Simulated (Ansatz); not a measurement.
The relaxed structure here is a generated cell of TiO2: the first start was made by placing the elements on the sites of a structure type, and the end was not matched to a known phase here, so it may be hypothetical. Known forms of TiO2 include space group No. 61, 136, 141.

A relaxed structure of TiO2. Space group Amm2 (No. 38). The numbers are results of PBE (plane waves to 420 eV, PAW, scalar-relativistic; Ansatz, a first-principles code), not measurements.

```cif
data_O8Ti4
_chemical_formula_sum 'Ti4 O8'
_space_group_name_H-M_alt 'Amm2'
_space_group_IT_number 38
_space_group_name_Hall 'A 2 -2'
_cell_length_a 2.81059
_cell_length_b 4.85866
_cell_length_c 10.17503
_cell_angle_alpha 90.000
_cell_angle_beta 90.000
_cell_angle_gamma 90.000
loop_
_space_group_symop_operation_xyz
  'x, y, z'
  '-x, -y, z'
  '-x, y, z'
  'x, -y, z'
  'x, y+1/2, z+1/2'
  '-x, -y+1/2, z+1/2'
  '-x, y+1/2, z+1/2'
  'x, -y+1/2, z+1/2'
loop_
_atom_site_label
_atom_site_type_symbol
_atom_site_symmetry_multiplicity
_atom_site_Wyckoff_symbol
_atom_site_fract_x
_atom_site_fract_y
_atom_site_fract_z
_atom_site_occupancy
Ti1 Ti 2 a 0.00000 0.00000 0.97926 1
O1 O 2 b 0.50000 0.50000 0.83451 1
O2 O 2 a 0.00000 0.00000 0.81023 1
O3 O 4 e 0.50000 0.22790 0.07569 1
Ti2 Ti 2 a 0.00000 0.00000 0.22462 1
```
(The calculation used a cell of 6 atoms; values per cell refer to that cell.)

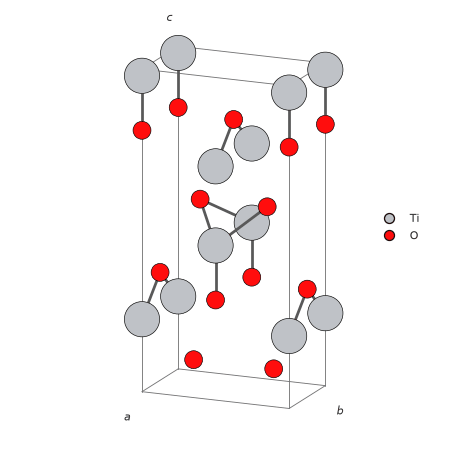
Fig. 1. The conventional cell of the relaxed structure

For TiO2, the volume per atom comes out as 11.58 Å³ and the band gap is 0.06 eV, direct within 0.03 eV (at Y) (no spin-orbit coupling). The smallest direct gap comes out as 0.08 eV at Y and the shortest distances comes out as O–Ti 1.72 Å; O–O 2.21 Å; Ti–Ti 2.50 Å. The k-mesh is 16×11×11.

Band energies at high-symmetry points (eV from the VBM; labels of this space group; no spin-orbit coupling), from −5 eV up to 2.6 eV:

```json
[
 {"point": "Γ", "energies": "-3.87 -2.98 -2.97 -2.67 -2.65 -1.87 -1.20 -0.21 0.63 1.40 1.58 2.13 2.17"},
 {"point": "Y", "energies": "-4.88 -3.09 -2.90 -2.82 -2.66 -1.68 -0.99 -0.01 0.06 1.46 1.65 2.17 2.32"},
 {"point": "C0", "energies": "-4.88 -4.59 -4.05 -3.49 -3.00 -2.79 -2.74 -2.61 -1.20 -1.09 0.34 1.50 1.84 2.06 2.14"},
 {"point": "Σ0", "energies": "-4.88 -4.59 -4.05 -3.49 -3.00 -2.79 -2.74 -2.61 -1.20 -1.09 0.34 1.50 1.84 2.06 2.14"},
 {"point": "Z", "energies": "-4.82 -4.61 -4.35 -4.04 -3.47 -3.24 -3.07 -2.93 -2.57 0.00 1.39 1.69 1.77 2.09 2.49"},
 {"point": "A0", "energies": "-4.91 -4.60 -4.06 -3.86 -3.23 -3.01 -2.86 -2.74 -2.72 -0.94 1.08 1.38 2.10 2.23 2.58"},
 {"point": "E0", "energies": "-4.91 -4.60 -4.06 -3.86 -3.23 -3.01 -2.86 -2.74 -2.72 -0.94 1.08 1.38 2.10 2.23 2.58"},
 {"point": "T", "energies": "-4.68 -4.52 -3.78 -3.51 -3.42 -2.95 -2.93 -2.80 -0.05 1.22 1.41 1.63 2.59 2.63"}
]
```

No spin polarisation in the result. The d or f electrons are treated with no Hubbard U.

The run could not lose the symmetry of its start: the end is stationary, and may be a saddle point rather than a minimum.

It was reached from a disturbed copy of a P4₂/mnm (No. 136) cell (rutile type), against which it lies +820 meV/atom.
